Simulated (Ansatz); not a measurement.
SiH6O2F2: several calculations on one system

Part 1: Relaxation

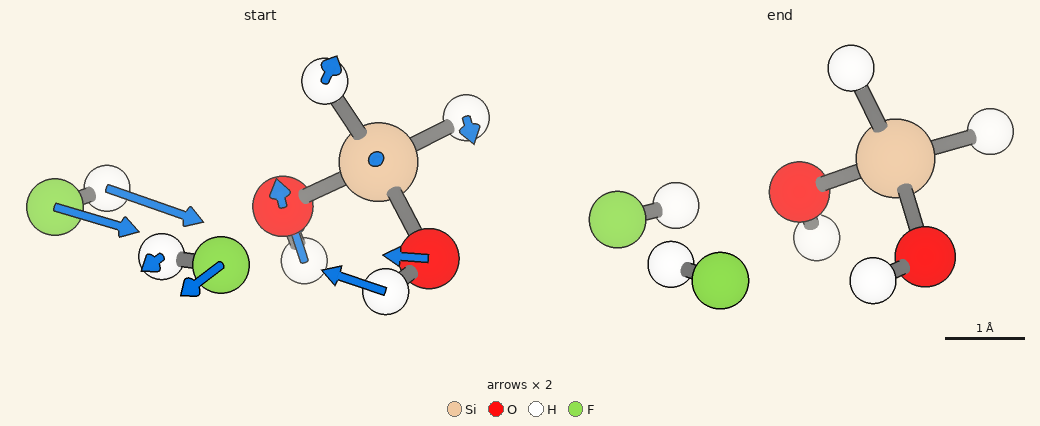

The structure of SiH₆O₂F₂ before (left) and after (right) a relaxation, at one scale. The blue arrows give the displacements, magnified 2 times.

A ball-and-stick model, seen from a free direction.

The run prepares an end point of a later path (reaction) calculation, from a guessed geometry.

Theory: Ansatz, RHF/def2-SVP. (no spin polarisation; force threshold 0.03 eV/Å; at most 50 steps)

> Describe what moved and what it gained.

After 8 geometry steps the energy has fallen by 7.44 kcal/mol. The largest force component goes from 1.2 to 0.028 eV/Å. The atom that moves furthest after the best rigid fit is an H atom (0.69 Å). By element the largest moves are H 0.69 Å, F 0.59 Å, O 0.30 Å, Si 0.12 Å. Near-neighbour distances that change, for instance: O–Si 1.723 → 1.683 Å, F–H 0.899 → 0.925 Å, O–Si 1.635 → 1.629 Å. Among the angles between lasting bonds that change: Si–O–H 115.4° → 118.2°. The run took 10 s on 2 threads of AMD EPYC 7R43 64-Core Processor (Zen 3), on a shared host, peak memory 0.21 GiB.

Limits of the set-up: Hartree-Fock leaves out electron correlation.

Part 2: Relaxation

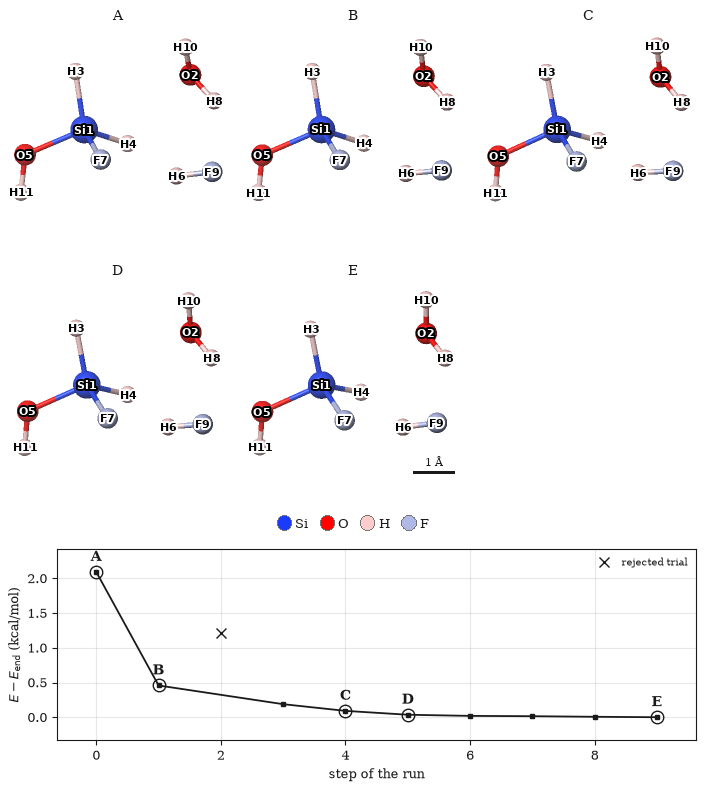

Frames of a relaxation of SiH₆O₂F₂, marked on the history of the run. A ball-and-stick model, seen at a tilt.

The run prepares an end point of a later path (reaction) calculation, from a guessed geometry.

All numbers below come from RHF/def2-SVP (Ansatz 0.2.0). Set-up: no spin polarisation; force threshold 0.03 eV/Å; at most 50 steps.

Question: What happens along the run?

Answer: Over 8 accepted moves (9 points after the start) the energy falls by 2.09 kcal/mol. The largest force component goes from 0.58 to 0.013 eV/Å. The line search rejected the trial step at point 2 of the run. The largest moves after the best rigid fit, 0.28 Å, are those of H3 and H10. By element the largest moves are H 0.28 Å, F 0.27 Å, O 0.15 Å, Si 0.09 Å. Among the contacts that change: Si1–F7 1.654 → 1.636 Å, H6–F9 0.898 → 0.912 Å, O2–H8 0.955 → 0.949 Å. From step 0 to 1: H6 moves most (0.19 Å), energy −1.63 kcal/mol. From step 1 to 4: H10 moves most (0.11 Å), energy −0.37 kcal/mol. From step 4 to 5: F7 moves most (0.06 Å), energy −0.06 kcal/mol. From step 5 to 9: H10 moves most (0.11 Å), energy −0.04 kcal/mol.

| step | E − E(0), kcal/mol | largest force component, eV/Å | note |
| --- | --- | --- | --- |
| 0 | 0.00 | 0.5802 |  |
| 1 | -1.63 | 0.2402 |  |
| 2 | -0.88 | 0.9329 | rejected |
| 3 | -1.90 | 0.2716 |  |
| 4 | -2.00 | 0.1008 |  |
| 5 | -2.06 | 0.0411 |  |
| 6 | -2.07 | 0.0633 |  |
| 7 | -2.08 | 0.1247 |  |
| 8 | -2.09 | 0.0601 |  |
| 9 | -2.09 | 0.0131 |  |

Limits of the set-up: Hartree-Fock leaves out electron correlation.

Part 3: Path

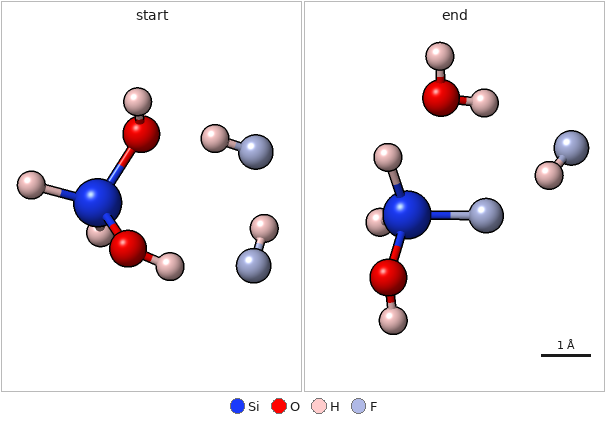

The two relaxed end points of a path for SiH6O2F2. The picture is a ball-and-stick view, seen at a tilt.

The calculation used Ansatz, RHF/def2-SVP.

Set-up: 5 movable images; climbing image; force threshold 0.03 eV/Å; iteration limit 60.

Start:
```xyz
11

Si   -0.8270    0.1882   -1.0616
O    -0.0447   -1.2227   -0.5815
H    -1.3116    0.0062   -2.4364
H    -1.9112    0.3343   -0.0809
O     0.2032    1.4504   -1.0677
H     0.8819    0.4585    1.9796
F     0.8856    1.3352    1.7179
H     0.3701   -1.4039    1.0400
F     0.6339   -1.2519    1.9139
H     0.5583   -1.6289   -1.1888
H     0.5614    1.7346   -0.2347
```

End:
```xyz
11

Si   -0.3596    0.9293   -0.7458
O    -0.3407   -1.9492   -0.0386
H     0.1872    0.1773   -1.8688
H    -1.6960    0.5572   -0.2796
O    -0.3144    2.5058   -1.1843
H     1.1601   -0.4043    1.7367
F     0.6433    0.7761    0.5382
H     0.0276   -2.0370    0.8316
F     1.2436   -1.1699    2.2244
H     0.1329   -2.5672   -0.5750
H    -0.6842    3.1818   -0.6391
```

**What barrier does the band find between them, and by what path?**

The energy climbs by 28.0 kcal/mol to image 2 and then falls by 31.2 kcal/mol, so the end point sits at −3.2 kcal/mol. Breaking: H6–F7 (0.91 → 1.13 at the top → 1.76 Å), H8–F9 (0.93 → 1.28 at the top → 2.04 Å), Si1–O2 (1.68 → 1.79 at the top → 2.96 Å). Forming: H6–F9 (1.73 → 1.12 at the top → 0.91 Å), O2–H8 (1.68 → 1.07 at the top → 0.95 Å), Si1–F7 (3.46 → 2.13 at the top → 1.64 Å). The band is converged.

Energies of the converged images:

```tsv
image	path (Å)	E (kcal/mol)
0	0.00	0.0
1	1.01	1.7
2	2.03	28.0
3	3.06	13.7
4	4.09	3.5
5	5.13	-1.4
6	6.16	-3.2
```

The geometry at the top of the path:

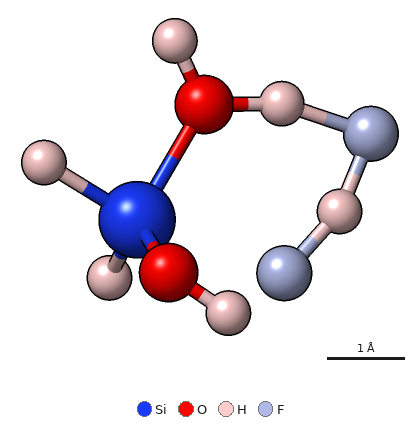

Limits of the set-up: Hartree-Fock leaves out electron correlation.
